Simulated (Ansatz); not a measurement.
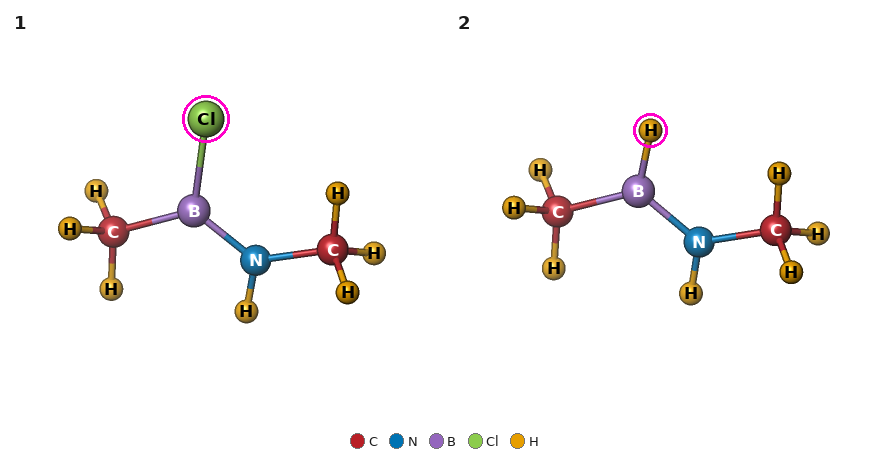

2 molecules with one skeleton, seen from the same side and at one scale; the atom that differs is circled. Each species is neutral and a spin singlet. Computed geometries: PBE0-D4/def2-TZVP optimisations, one conformation each. Properties computed with Ansatz 0.2.0.

One atom differs, called X below: Cl in panel 1, H in panel 2. Their formulas are C2H7BClN (`CNB(C)Cl`), C2H8BN (`CBNC`).

In which is the length of X–B larger (PBE0-D4/def2-TZVP)?

In panel 1 (X = Cl).

In which is the dipole moment larger (B3LYP-D4/def2-TZVPP)?

In panel 1 (X = Cl).

Give the values. With PBE0-D4/def2-TZVP: length of X–B (Å), angle C–B–X (°). With CAM-B3LYP-D4/def2-TZVPP: HOMO energy (Kohn–Sham orbital) (eV), HOMO–LUMO gap (eV). With B3LYP-D4/def2-TZVPP: dipole moment (D).

```json
{"quantity": "length of X–B (Å)", "1 (Cl)": "1.788", "2 (H)": "1.204", "2 − 1": "−0.584"}
{"quantity": "angle C–B–X (°)", "1 (Cl)": "118.3", "2 (H)": "121.2", "2 − 1": "+2.9"}
{"quantity": "HOMO energy (Kohn–Sham orbital) (eV)", "1 (Cl)": "−9.04", "2 (H)": "−8.98", "2 − 1": "+0.06"}
{"quantity": "HOMO–LUMO gap (eV)", "1 (Cl)": "10.49", "2 (H)": "10.77", "2 − 1": "+0.28"}
{"quantity": "dipole moment (D)", "1 (Cl)": "2.62", "2 (H)": "1.61", "2 − 1": "−1.01"}
```
